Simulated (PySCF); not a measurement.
## Electronic structure of C3H6O3Si in real space

```yaml
atoms:
  - { symbol: C, position_ang: [2.1836, -0.3124, 0.1504] }
  - { symbol: Si, position_ang: [0.4831, -0.3273, -0.6601] }
  - { symbol: O, position_ang: [-0.6595, -1.0805, 0.2444] }
  - { symbol: C, position_ang: [-1.7306, -0.2407, 0.5564] }
  - { symbol: C, position_ang: [-1.4172, 1.1612, 0.0373] }
  - { symbol: O, position_ang: [-2.1189, 2.1182, 0.1684] }
  - { symbol: O, position_ang: [-0.2490, 1.1735, -0.5890] }
  - { symbol: H, position_ang: [2.1569, 0.0686, 1.1686] }
  - { symbol: H, position_ang: [2.8710, 0.3026, -0.4197] }
  - { symbol: H, position_ang: [2.5920, -1.3163, 0.1804] }
  - { symbol: H, position_ang: [0.4133, -0.7340, -2.0566] }
  - { symbol: H, position_ang: [-2.6487, -0.6025, 0.0833] }
  - { symbol: H, position_ang: [-1.8804, -0.2099, 1.6393] }
```

Geometry: GFN2-xTB.

Method: PBE0/pcSseg-1, SCF density, gas phase, non-relativistic in PySCF 2.14.0.

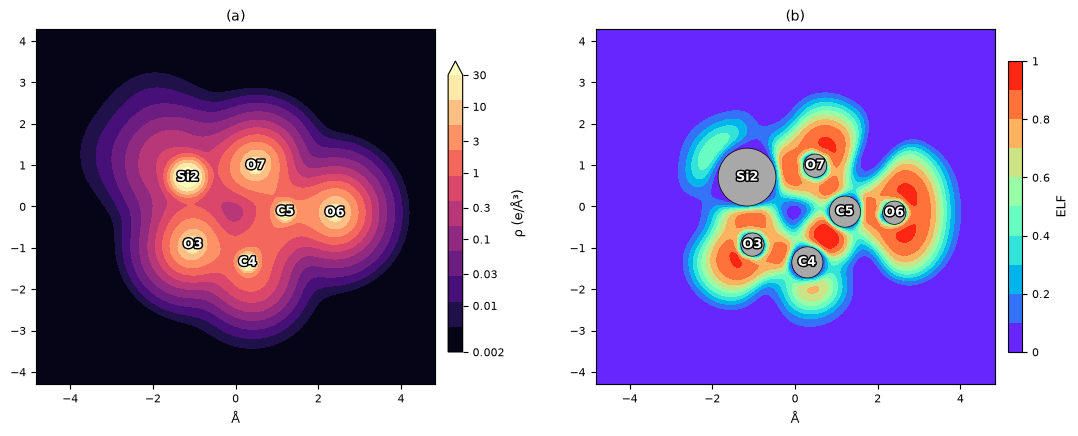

Figure 1. (a) total electron density; (b) electron localisation function on the plane of atoms C4, C5 and O6. Grey discs cover the atomic cores in the ELF map.

Read the bonding off the picture.

Answer.
- The section cuts through Si, O and C sites.
- C–O (1.19 Å): ρ is about 3.4 e/Å³ halfway; the ELF peaks at about 0.85 between the atoms (a multiple bond).
- C–C (1.53 Å): ρ is about 1.7 e/Å³ halfway; the ELF peaks at about 0.95 between the atoms (localised, covalent bonding).
- Si–O (1.64 Å): the density is about 1.2 e/Å³ at the midpoint; the ELF peaks at about 0.85 between the atoms (a shared but strongly polarised pair).
- C–O (1.33 Å): ρ at the midpoint is about 2.5 e/Å³; the ELF peaks at about 0.85 between the atoms: a polar covalent bond.
- The ELF also peaks beside O3, O6 and O7, away from the bonds: lone-pair regions.

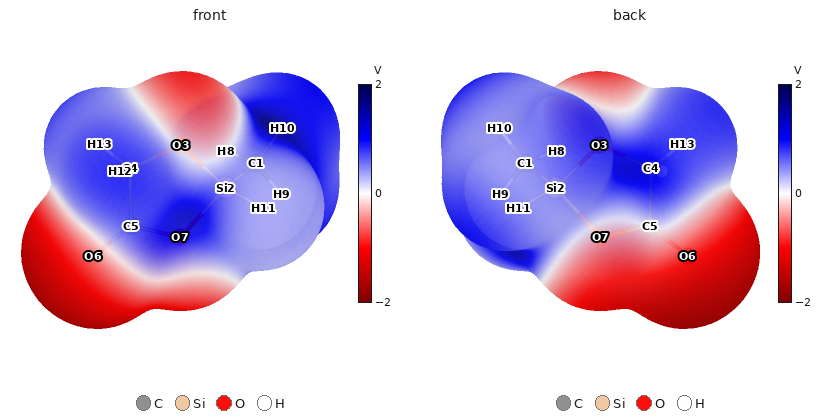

Figure 2. The electrostatic potential painted on the density surface at 0.001 e/bohr³, seen from the front and from behind; the colour scale runs from red (negative) to blue (positive).

Which sites attract a positive test charge, and which a negative one?

Answer. A positive charge is drawn to the negative regions and a negative charge to the positive ones. The most negative region (about −1.7 V, or −39 kcal/mol for a unit charge) lies over O6, the most positive (about +1.6 V, or +37 kcal/mol for a unit charge) over Si2. O6 is the likeliest acceptor of a hydrogen bond.

What dipole moment does the calculation give?

Answer. Its dipole moment is 3.69 D.
